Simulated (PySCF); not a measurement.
**C2H7NOSi: NMR shifts at several levels of theory**

How much do the NMR shifts of C2H7NOSi (`CO/C=N\[SiH3]`) depend on the level of theory, and what does each level cost?

Computed with PySCF 2.14.0, with density-fitted response routines of our own, on a single molecule in the gas phase. Atoms are numbered from 0 throughout.

### Step 1. Starting geometry

12 atoms, charge 0, multiplicity 1; geometry from: GFN2-xTB. The atoms were then displaced at random by about 0.01 Å, so the start is not that level's minimum.

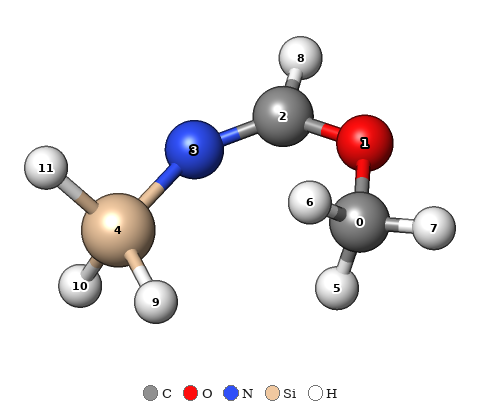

As it starts; carbon grey, oxygen red, nitrogen blue, silicon light orange, hydrogen white, atoms numbered.

### Step 2. Relaxing the molecule at PBE0-D3(BJ)/def2-SVP

The job: settings as JSON, then the geometry in Å.

```
{"job": {"xc": "PBE0", "basis": "def2-SVP", "d3": "d3bj", "grid": 1, "shake": 0.01, "kind": "geom"}, "charge": 0, "multiplicity": 1}
C     -1.375210    -0.838240     0.510710
O     -1.662890     0.552010     0.276020
C     -0.678110     1.345550    -0.137420
N      0.571760     1.113590    -0.368420
Si     1.777420    -0.065050    -0.429240
H     -0.648060    -0.933910     1.286900
H     -1.033820    -1.300690    -0.406120
H     -2.324790    -1.246210     0.817180
H     -1.056230     2.365850    -0.229160
H      1.498030    -1.456480    -0.023030
H      2.772980     0.477070     0.506950
H      2.198610    -0.041760    -1.813370
```

Command:

```
$ OMP_NUM_THREADS=1 python probes_run.py task.json out
```

The driver reads the jobs from task.json and runs them one after another.

Output:

```text
step   0  E = -499.26545847  max force = 0.072525
step   1  E = -499.27307959  max force = 0.009549
step   2  E = -499.27305024  max force = 0.008068
step   3  E = -499.27377813  max force = 0.003886
step   4  E = -499.27390229  max force = 0.002652
step   5  E = -499.27397784  max force = 0.002316
step   6  E = -499.27407130  max force = 0.001494
step   7  E = -499.27408298  max force = 0.000936
step   8  E = -499.27408500  max force = 0.000148
optimisation converged
```

Run time: 35 s. Hardware: 1 thread of Arm Neoverse V1, shared host; peak memory 0.45 GiB.

Along the way:

```tsv
step	energy from step 0 (eV)	largest force component (eV/Å)
0	0.0000	3.7294
1	-0.2074	0.4910
2	-0.2066	0.4149
3	-0.2264	0.1998
4	-0.2298	0.1364
5	-0.2318	0.1191
6	-0.2344	0.0768
7	-0.2347	0.0481
8	-0.2347	0.0076
```

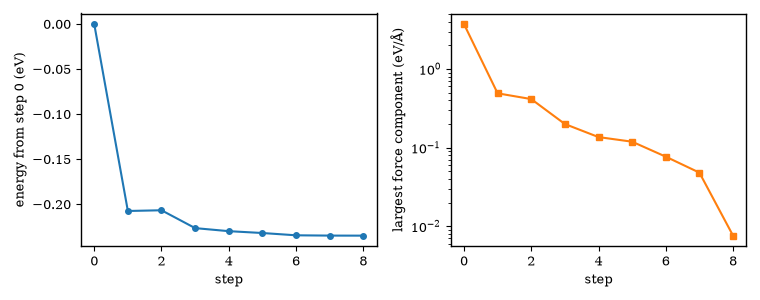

Energy and force, step by step.

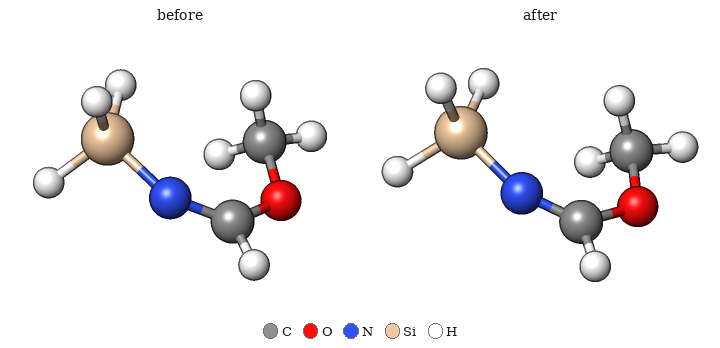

The geometry before (left) and after (right).

Close pairs (by a distance rule), those that changed most:

```tsv
bond	before (Å)	after (Å)	change (Å)
Si4–H11	1.447	1.493	+0.046
C2–N3	1.292	1.250	-0.042
C0–H5	1.068	1.102	+0.034
C0–O1	1.439	1.410	-0.029
Si4–H9	1.476	1.504	+0.027
N3–Si4	1.687	1.711	+0.023
Si4–H10	1.470	1.494	+0.023
C0–H6	1.082	1.102	+0.020
```

The final coordinates are the input of the step that follows.

```tsv
at the end point	value
rotational constants (GHz, main isotopes)	8.366, 2.391, 1.924
dipole moment (D)	1.67
```

### Step 3. NMR shieldings: HF/pcSseg-2

The job: settings as JSON, then the geometry in Å.

```
{"job": {"kind": "nmr", "xc": "HF", "basis": "pcSseg-2", "pop": false}, "charge": 0, "multiplicity": 1}
C     -1.508698    -0.552640     0.587105
O     -1.586536     0.829669     0.319198
C     -0.491522     1.432540    -0.160253
N      0.631508     0.944022    -0.410123
Si     1.770901    -0.330077    -0.478600
H     -0.740601    -0.771037     1.346472
H     -1.270706    -1.123686    -0.324785
H     -2.493403    -0.854585     0.963130
H     -0.731364     2.499153    -0.316160
H      1.283235    -1.690103    -0.062002
H      2.916209     0.024470     0.412069
H      2.259544    -0.443552    -1.885056
```

Level: GIAO HF/pcSseg-2 NMR shielding, non-relativistic, gas phase.

Output:

```text
final grid: 94152 points
cycle   1  E = -498.0396815567  dE =  6.863e-01  |g| = 6.108e-01  |ddm| = 2.357e+00
cycle   2  E = -498.1184870435  dE = -7.881e-02  |g| = 3.070e-01  |ddm| = 4.799e-01
cycle   3  E = -498.1366894332  dE = -1.820e-02  |g| = 6.816e-02  |ddm| = 1.876e-01
cycle   4  E = -498.1383126522  dE = -1.623e-03  |g| = 1.958e-02  |ddm| = 7.935e-02
cycle   5  E = -498.1384451136  dE = -1.325e-04  |g| = 6.151e-03  |ddm| = 2.096e-02
cycle   6  E = -498.1384693382  dE = -2.422e-05  |g| = 3.596e-03  |ddm| = 9.647e-03
cycle   7  E = -498.1384760278  dE = -6.690e-06  |g| = 1.229e-03  |ddm| = 5.139e-03
cycle   8  E = -498.1384774468  dE = -1.419e-06  |g| = 4.153e-04  |ddm| = 2.732e-03
cycle   9  E = -498.1384775595  dE = -1.127e-07  |g| = 1.045e-04  |ddm| = 7.600e-04
cycle  10  E = -498.1384775677  dE = -8.206e-09  |g| = 2.828e-05  |ddm| = 2.554e-04
cycle  11  E = -498.1384775683  dE = -5.736e-10  |g| = 7.408e-06  |ddm| = 8.002e-05
converged SCF energy = -498.1384775683

GIAO shielding tensors (ppm)
atom      isotropic    diamagn.    paramagn.     s11        s22        s33       span
  0 C      139.539     240.678    -101.139    117.718    126.301    174.598     56.880
  1 O      183.517     387.639    -204.122     13.959    257.318    279.275    265.316
  2 C       33.877     246.823    -212.945    -71.443     72.457    100.618    172.061
  3 N       38.676     336.685    -298.009   -131.391    -34.346    281.764    413.155
  4 Si     451.708     874.068    -422.360    420.582    439.055    495.487     74.905
  5 H       28.410      32.347      -3.937     25.506     26.750     32.975      7.470
  6 H       28.414      32.310      -3.896     25.525     26.721     32.996      7.471
  7 H       28.198      28.653      -0.455     24.306     26.886     33.401      9.095
  8 H       24.364      27.463      -3.099     19.129     25.321     28.643      9.514
  9 H       26.908      30.344      -3.436     23.439     26.894     30.392      6.953
 10 H       26.984      28.754      -1.770     24.350     25.246     31.355      7.005
 11 H       26.975      28.722      -1.747     24.297     25.271     31.356      7.058
```

Run time: 18 s. Hardware: 1 thread of Arm Neoverse V1, shared host; peak memory 1.1 GiB.

Shifts follow as δ = σ(reference) − σ, with reference shieldings (ppm) from runs at the same level and on the same kind of geometry: 1H TMS 31.68, 13C TMS 191.5, 29Si TMS 383.0, 15N NH3 260.7, 17O H2O 326.3. The references are single molecules in the gas phase, so shifts against H2O, NH3, PH3, H3PO4 or CFCl3 are not on the usual liquid scales and can be off by tens of ppm. Atoms listed in one row are averaged.

```tsv
atoms	environment	σ (ppm)	δ (ppm)
C2	C=N carbon	33.9	157.6
C0	methyl carbon bonded to O	139.5	51.9
H8	hydrogen on a C=N carbon	24.36	7.32
H9, H10, H11	hydrogen on a silicon bonded to N	26.96	4.73
H5, H6, H7	hydrogen on a methyl carbon bonded to O	28.34	3.34
O1	ether oxygen	183.5	142.8
N3	imine nitrogen	38.7	222.1
Si4	silicon bonded to N, 3 H	451.7	-68.7
```

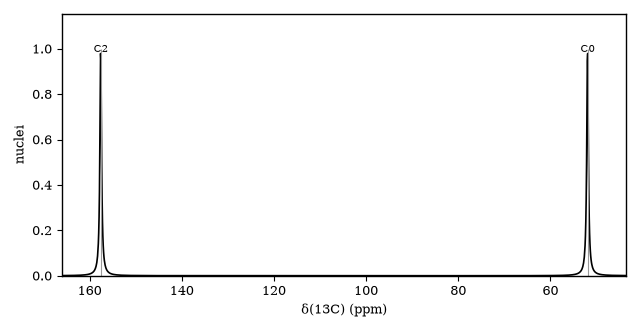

13C lines at the computed shifts, without couplings. Lines are broadened to a width of 0.42 ppm (Lorentzian).

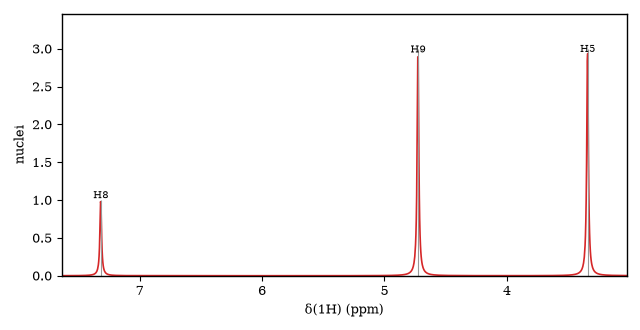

1H lines at the computed shifts, without couplings. Lines are broadened to a width of 0.02 ppm (Lorentzian).

### Step 4. Nuclear shieldings: LDA/pcSseg-2

Same as in step 3 but for these lines:

```diff
@@ -1,2 +1,2 @@
-{"job": {"kind": "nmr", "xc": "HF", "basis": "pcSseg-2", "pop": false}, "charge": 0, "multiplicity": 1}
+{"job": {"kind": "nmr", "xc": "LDA", "basis": "pcSseg-2", "pop": false}, "charge": 0, "multiplicity": 1}
 C     -1.508698    -0.552640     0.587105
```

Method: GIAO LDA/pcSseg-2 NMR shielding, non-relativistic, gas phase.

Output:

```text
coarse grid: 10288 points
cycle   1  E = -497.0001278073  dE =  4.242e-01  |g| = 7.155e-01  |ddm| = 2.520e+00
cycle   2  E = -496.6779358704  dE =  3.222e-01  |g| = 1.416e+00  |ddm| = 1.784e+00
cycle   3  E = -497.0931909279  dE = -4.153e-01  |g| = 1.814e-01  |ddm| = 1.451e+00
cycle   4  E = -497.0961636006  dE = -2.973e-03  |g| = 1.406e-01  |ddm| = 1.708e-01
cycle   5  E = -497.1001288794  dE = -3.965e-03  |g| = 3.319e-02  |ddm| = 9.293e-02
cycle   6  E = -497.1003165151  dE = -1.876e-04  |g| = 1.131e-02  |ddm| = 2.029e-02
cycle   7  E = -497.1003470575  dE = -3.054e-05  |g| = 1.105e-03  |ddm| = 7.748e-03
cycle   8  E = -497.1003473175  dE = -2.600e-07  |g| = 2.417e-04  |ddm| = 1.395e-03
final grid: 94152 points
cycle   9  E = -497.0990554489  dE = -8.663e-05  |g| = 4.582e-03  |ddm| = 7.727e-02
cycle  10  E = -497.0990462382  dE =  9.211e-06  |g| = 7.906e-03  |ddm| = 8.603e-03
cycle  11  E = -497.0990587551  dE = -1.252e-05  |g| = 2.491e-03  |ddm| = 5.983e-03
cycle  12  E = -497.0990600073  dE = -1.252e-06  |g| = 6.454e-04  |ddm| = 1.734e-03
cycle  13  E = -497.0990600958  dE = -8.859e-08  |g| = 1.694e-04  |ddm| = 5.040e-04
cycle  14  E = -497.0990601003  dE = -4.430e-09  |g| = 6.242e-05  |ddm| = 9.762e-05
cycle  15  E = -497.0990601010  dE = -7.205e-10  |g| = 7.359e-06  |ddm| = 4.263e-05
converged SCF energy = -497.0990601010

GIAO shielding tensors (ppm)
atom      isotropic    diamagn.    paramagn.     s11        s22        s33       span
  0 C      123.554     248.708    -125.153     94.431    110.121    166.112     71.681
  1 O      116.652     389.955    -273.304    -58.121    197.325    210.751    268.872
  2 C       20.873     249.268    -228.395    -73.372     56.538     79.452    152.824
  3 N       23.281     334.733    -311.453   -156.494    -40.287    266.624    423.118
  4 Si     381.895     879.531    -497.636    332.886    360.917    451.882    118.996
  5 H       27.269      31.780      -4.511     24.705     25.335     31.766      7.061
  6 H       27.282      31.753      -4.471     24.727     25.313     31.805      7.078
  7 H       27.086      29.370      -2.284     23.753     26.154     31.351      7.598
  8 H       23.080      27.558      -4.478     17.955     23.906     27.380      9.425
  9 H       24.763      29.215      -4.451     21.066     24.493     28.731      7.665
 10 H       25.061      27.969      -2.908     22.431     23.592     29.159      6.728
 11 H       25.057      27.943      -2.886     22.353     23.645     29.172      6.819
```

It took 38 s on 1 thread of Arm Neoverse V1, shared host; peak memory 0.95 GiB.

In short: δ C2 159.4, C0 56.7, O1 217.7, N3 243.4, H8 7.69, H9 5.81 ppm (means over like atoms).

### Step 5. Nuclear shieldings: PBE/pcSseg-2

Same as in step 4 but for these lines:

```diff
@@ -1,2 +1,2 @@
-{"job": {"kind": "nmr", "xc": "LDA", "basis": "pcSseg-2", "pop": false}, "charge": 0, "multiplicity": 1}
+{"job": {"kind": "nmr", "xc": "PBE", "basis": "pcSseg-2", "pop": false}, "charge": 0, "multiplicity": 1}
 C     -1.508698    -0.552640     0.587105
```

With the program's defaults for keys left out, this is: GIAO PBE/pcSseg-2 NMR shielding, non-relativistic, gas phase.

Output:

```text
coarse grid: 10288 points
cycle   1  E = -499.4723305526  dE =  4.313e-01  |g| = 7.135e-01  |ddm| = 2.400e+00
cycle   2  E = -499.1632347537  dE =  3.091e-01  |g| = 1.387e+00  |ddm| = 1.831e+00
cycle   3  E = -499.5639710948  dE = -4.007e-01  |g| = 1.884e-01  |ddm| = 1.503e+00
cycle   4  E = -499.5675734379  dE = -3.602e-03  |g| = 1.438e-01  |ddm| = 1.800e-01
cycle   5  E = -499.5717616197  dE = -4.188e-03  |g| = 3.005e-02  |ddm| = 9.262e-02
cycle   6  E = -499.5719127629  dE = -1.511e-04  |g| = 1.023e-02  |ddm| = 1.982e-02
cycle   7  E = -499.5719388595  dE = -2.610e-05  |g| = 1.122e-03  |ddm| = 7.773e-03
cycle   8  E = -499.5719391175  dE = -2.580e-07  |g| = 4.062e-04  |ddm| = 1.383e-03
final grid: 94152 points
cycle   9  E = -499.5794751318  dE = -9.493e-05  |g| = 1.625e-02  |ddm| = 7.845e-02
cycle  10  E = -499.5792419255  dE =  2.332e-04  |g| = 3.853e-02  |ddm| = 2.815e-02
cycle  11  E = -499.5795130202  dE = -2.711e-04  |g| = 7.191e-03  |ddm| = 2.256e-02
cycle  12  E = -499.5795253369  dE = -1.232e-05  |g| = 9.465e-04  |ddm| = 4.697e-03
cycle  13  E = -499.5795254745  dE = -1.376e-07  |g| = 4.539e-04  |ddm| = 7.612e-04
cycle  14  E = -499.5795255168  dE = -4.231e-08  |g| = 7.805e-05  |ddm| = 3.341e-04
cycle  15  E = -499.5795255180  dE = -1.140e-09  |g| = 1.830e-05  |ddm| = 7.285e-05
cycle  16  E = -499.5795255180  dE = -6.503e-11  |g| = 7.978e-06  |ddm| = 1.992e-05
converged SCF energy = -499.5795255180

GIAO shielding tensors (ppm)
atom      isotropic    diamagn.    paramagn.     s11        s22        s33       span
  0 C      122.991     247.014    -124.024     95.391    109.299    164.281     68.890
  1 O      117.193     389.090    -271.897    -51.789    197.280    206.087    257.875
  2 C       25.016     249.293    -224.277    -68.531     63.934     79.645    148.176
  3 N       29.405     334.332    -304.927   -139.286    -34.126    261.627    400.913
  4 Si     400.843     879.003    -478.160    357.719    382.100    462.710    104.990
  5 H       27.684      32.286      -4.602     25.149     25.850     32.052      6.903
  6 H       27.695      32.254      -4.558     25.166     25.831     32.088      6.922
  7 H       27.571      29.178      -1.607     24.320     26.621     31.772      7.452
  8 H       23.483      27.706      -4.223     18.494     24.248     27.708      9.214
  9 H       25.417      30.123      -4.706     21.796     25.148     29.308      7.512
 10 H       25.740      28.605      -2.865     23.134     24.270     29.816      6.682
 11 H       25.736      28.566      -2.831     23.060     24.318     29.828      6.769
```

It took 47 s on 1 thread of Arm Neoverse V1, shared host; peak memory 0.89 GiB.

This run: δ C2 154.4, C0 56.4, O1 210.7, N3 231.6, H8 7.69, H9 5.55 ppm (means over like atoms).

### Step 6. NMR shieldings: BLYP/pcSseg-2

Same as in step 5 but for these lines:

```diff
@@ -1,2 +1,2 @@
-{"job": {"kind": "nmr", "xc": "PBE", "basis": "pcSseg-2", "pop": false}, "charge": 0, "multiplicity": 1}
+{"job": {"kind": "nmr", "xc": "BLYP", "basis": "pcSseg-2", "pop": false}, "charge": 0, "multiplicity": 1}
 C     -1.508698    -0.552640     0.587105
```

Level: GIAO BLYP/pcSseg-2 NMR shielding, non-relativistic, gas phase.

Output:

```text
coarse grid: 10288 points
cycle   1  E = -499.7873850048  dE =  4.355e-01  |g| = 7.894e-01  |ddm| = 2.383e+00
cycle   2  E = -499.4004760417  dE =  3.869e-01  |g| = 1.547e+00  |ddm| = 2.127e+00
cycle   3  E = -499.8978096140  dE = -4.973e-01  |g| = 1.888e-01  |ddm| = 1.787e+00
cycle   4  E = -499.9010783677  dE = -3.269e-03  |g| = 1.508e-01  |ddm| = 1.890e-01
cycle   5  E = -499.9055905159  dE = -4.512e-03  |g| = 4.030e-02  |ddm| = 1.027e-01
cycle   6  E = -499.9058751544  dE = -2.846e-04  |g| = 1.173e-02  |ddm| = 2.475e-02
cycle   7  E = -499.9059092830  dE = -3.413e-05  |g| = 1.330e-03  |ddm| = 8.565e-03
cycle   8  E = -499.9059096466  dE = -3.637e-07  |g| = 4.075e-04  |ddm| = 1.675e-03
final grid: 94152 points
cycle   9  E = -499.9170996573  dE = -9.095e-05  |g| = 8.435e-03  |ddm| = 6.698e-02
cycle  10  E = -499.9170544652  dE =  4.519e-05  |g| = 1.718e-02  |ddm| = 1.525e-02
cycle  11  E = -499.9171098000  dE = -5.533e-05  |g| = 4.693e-03  |ddm| = 1.158e-02
cycle  12  E = -499.9171146074  dE = -4.807e-06  |g| = 6.139e-04  |ddm| = 3.033e-03
cycle  13  E = -499.9171146920  dE = -8.461e-08  |g| = 1.962e-04  |ddm| = 6.025e-04
cycle  14  E = -499.9171146979  dE = -5.872e-09  |g| = 1.143e-04  |ddm| = 1.748e-04
cycle  15  E = -499.9171147004  dE = -2.481e-09  |g| = 1.458e-05  |ddm| = 6.495e-05
cycle  16  E = -499.9171147004  dE = -3.990e-11  |g| = 5.497e-06  |ddm| = 1.455e-05
converged SCF energy = -499.9171147004

GIAO shielding tensors (ppm)
atom      isotropic    diamagn.    paramagn.     s11        s22        s33       span
  0 C      118.013     243.744    -125.731     90.774    103.723    159.543     68.769
  1 O      113.934     389.127    -275.193    -52.289    193.188    200.903    253.192
  2 C       20.874     247.251    -226.377    -73.899     61.558     74.964    148.863
  3 N       22.080     333.245    -311.165   -147.617    -40.854    254.710    402.327
  4 Si     393.047     878.142    -485.095    351.372    375.469    452.299    100.927
  5 H       27.845      31.854      -4.009     25.403     26.045     32.088      6.685
  6 H       27.856      31.827      -3.971     25.414     26.033     32.122      6.708
  7 H       27.734      29.566      -1.831     24.558     26.849     31.795      7.236
  8 H       23.665      28.031      -4.367     18.678     24.498     27.817      9.139
  9 H       25.758      30.111      -4.354     22.223     25.489     29.561      7.338
 10 H       26.068      28.767      -2.698     23.495     24.604     30.105      6.610
 11 H       26.062      28.735      -2.673     23.423     24.650     30.114      6.691
```

Wall time 47 s (1 thread of Arm Neoverse V1, shared host); peak memory 0.89 GiB.

Key values: δ C2 154.1, C0 57.0, O1 211.2, N3 235.5, H8 7.71, H9 5.41 ppm (means over like atoms).

### Step 7. Nuclear shieldings: BP86/pcSseg-2

Same as in step 6 but for these lines:

```diff
@@ -1,2 +1,2 @@
-{"job": {"kind": "nmr", "xc": "BLYP", "basis": "pcSseg-2", "pop": false}, "charge": 0, "multiplicity": 1}
+{"job": {"kind": "nmr", "xc": "BP86", "basis": "pcSseg-2", "pop": false}, "charge": 0, "multiplicity": 1}
 C     -1.508698    -0.552640     0.587105
```

Level: GIAO BP86/pcSseg-2 NMR shielding, non-relativistic, gas phase.

Output:

```text
coarse grid: 10288 points
cycle   1  E = -499.9039811040  dE =  4.328e-01  |g| = 7.241e-01  |ddm| = 2.386e+00
cycle   2  E = -499.5976972661  dE =  3.063e-01  |g| = 1.393e+00  |ddm| = 1.668e+00
cycle   3  E = -499.9980910050  dE = -4.004e-01  |g| = 1.800e-01  |ddm| = 1.343e+00
cycle   4  E = -500.0011998336  dE = -3.109e-03  |g| = 1.401e-01  |ddm| = 1.698e-01
cycle   5  E = -500.0051934197  dE = -3.994e-03  |g| = 2.951e-02  |ddm| = 8.961e-02
cycle   6  E = -500.0053400562  dE = -1.466e-04  |g| = 9.647e-03  |ddm| = 1.876e-02
cycle   7  E = -500.0053638330  dE = -2.378e-05  |g| = 1.144e-03  |ddm| = 7.783e-03
cycle   8  E = -500.0053640897  dE = -2.567e-07  |g| = 4.413e-04  |ddm| = 1.363e-03
final grid: 94152 points
cycle   9  E = -500.0146958710  dE = -1.023e-04  |g| = 8.478e-03  |ddm| = 7.429e-02
cycle  10  E = -500.0146409083  dE =  5.496e-05  |g| = 1.891e-02  |ddm| = 1.320e-02
cycle  11  E = -500.0147052031  dE = -6.429e-05  |g| = 4.044e-03  |ddm| = 1.079e-02
cycle  12  E = -500.0147091061  dE = -3.903e-06  |g| = 6.959e-04  |ddm| = 2.783e-03
cycle  13  E = -500.0147091351  dE = -2.900e-08  |g| = 3.156e-04  |ddm| = 5.628e-04
cycle  14  E = -500.0147091540  dE = -1.890e-08  |g| = 7.270e-05  |ddm| = 2.178e-04
cycle  15  E = -500.0147091550  dE = -9.965e-10  |g| = 1.184e-05  |ddm| = 5.628e-05
converged SCF energy = -500.0147091550

GIAO shielding tensors (ppm)
atom      isotropic    diamagn.    paramagn.     s11        s22        s33       span
  0 C      122.744     247.033    -124.289     95.303    109.169    163.761     68.458
  1 O      118.692     388.152    -269.460    -50.643    198.914    207.805    258.448
  2 C       25.081     249.031    -223.950    -68.187     63.973     79.456    147.643
  3 N       30.206     333.755    -303.549   -137.066    -34.126    261.808    398.874
  4 Si     399.638     878.917    -479.279    357.643    381.375    459.897    102.254
  5 H       27.738      32.291      -4.553     25.195     25.926     32.094      6.899
  6 H       27.750      32.259      -4.510     25.213     25.906     32.130      6.916
  7 H       27.641      29.260      -1.619     24.400     26.677     31.844      7.445
  8 H       23.547      27.635      -4.088     18.574     24.312     27.755      9.181
  9 H       25.497      30.081      -4.584     21.865     25.237     29.388      7.523
 10 H       25.819      28.612      -2.793     23.212     24.340     29.905      6.694
 11 H       25.815      28.578      -2.763     23.139     24.388     29.918      6.779
```

Run time: 45 s. Hardware: 1 thread of Arm Neoverse V1, shared host; peak memory 0.89 GiB.

In short: δ C2 154.1, C0 56.4, O1 207.4, N3 229.0, H8 7.69, H9 5.52 ppm (means over like atoms).

### Step 8. Shielding tensors: OPBE/pcSseg-2

Same as in step 7 but for these lines:

```diff
@@ -1,2 +1,2 @@
-{"job": {"kind": "nmr", "xc": "BP86", "basis": "pcSseg-2", "pop": false}, "charge": 0, "multiplicity": 1}
+{"job": {"kind": "nmr", "xc": "OPBE", "basis": "pcSseg-2", "pop": false}, "charge": 0, "multiplicity": 1}
 C     -1.508698    -0.552640     0.587105
```

Method: GIAO OPBE/pcSseg-2 NMR shielding, non-relativistic, gas phase.

Output:

```text
coarse grid: 10288 points
cycle   1  E = -499.7425833408  dE =  4.108e-01  |g| = 6.493e-01  |ddm| = 2.438e+00
cycle   2  E = -499.5060643147  dE =  2.365e-01  |g| = 1.219e+00  |ddm| = 1.703e+00
cycle   3  E = -499.8211961800  dE = -3.151e-01  |g| = 1.817e-01  |ddm| = 1.372e+00
cycle   4  E = -499.8249556465  dE = -3.759e-03  |g| = 1.336e-01  |ddm| = 1.716e-01
cycle   5  E = -499.8286719496  dE = -3.716e-03  |g| = 2.270e-02  |ddm| = 8.316e-02
cycle   6  E = -499.8287585947  dE = -8.665e-05  |g| = 8.125e-03  |ddm| = 1.808e-02
cycle   7  E = -499.8287753870  dE = -1.679e-05  |g| = 1.247e-03  |ddm| = 7.363e-03
cycle   8  E = -499.8287756968  dE = -3.098e-07  |g| = 5.820e-04  |ddm| = 1.557e-03
final grid: 94152 points
cycle   9  E = -499.8289547401  dE = -2.348e-04  |g| = 2.424e-02  |ddm| = 9.456e-02
cycle  10  E = -499.8285220693  dE =  4.327e-04  |g| = 5.369e-02  |ddm| = 3.594e-02
cycle  11  E = -499.8290337601  dE = -5.117e-04  |g| = 9.273e-03  |ddm| = 2.902e-02
cycle  12  E = -499.8290530415  dE = -1.928e-05  |g| = 2.632e-03  |ddm| = 7.037e-03
cycle  13  E = -499.8290543645  dE = -1.323e-06  |g| = 7.541e-04  |ddm| = 1.800e-03
cycle  14  E = -499.8290544911  dE = -1.266e-07  |g| = 1.220e-04  |ddm| = 5.824e-04
cycle  15  E = -499.8290544940  dE = -2.866e-09  |g| = 2.626e-05  |ddm| = 1.420e-04
cycle  16  E = -499.8290544941  dE = -1.675e-10  |g| = 8.317e-06  |ddm| = 4.574e-05
converged SCF energy = -499.8290544941

GIAO shielding tensors (ppm)
atom      isotropic    diamagn.    paramagn.     s11        s22        s33       span
  0 C      129.209     249.479    -120.271    102.231    115.517    169.878     67.647
  1 O      126.492     390.515    -264.023    -40.252    206.392    213.335    253.587
  2 C       34.901     252.661    -217.760    -55.624     74.071     86.256    141.880
  3 N       43.645     336.719    -293.074   -114.865    -20.574    266.374    381.238
  4 Si     424.370     880.100    -455.730    384.272    406.566    482.273     98.001
  5 H       27.720      33.172      -5.452     25.031     25.989     32.140      7.110
  6 H       27.731      33.128      -5.396     25.053     25.965     32.176      7.123
  7 H       27.690      28.346      -0.657     24.379     26.620     32.069      7.690
  8 H       23.526      27.477      -3.951     18.597     24.127     27.854      9.257
  9 H       25.545      31.045      -5.500     21.910     25.313     29.412      7.501
 10 H       25.877      28.920      -3.043     23.260     24.411     29.960      6.700
 11 H       25.874      28.857      -2.983     23.188     24.458     29.976      6.788
```

Wall time 47 s (1 thread of Arm Neoverse V1, shared host); peak memory 0.89 GiB.

In short: δ C2 149.5, C0 55.2, O1 202.7, N3 219.2, H8 7.67, H9 5.43 ppm (means over like atoms).

[end of part 1 of 2]
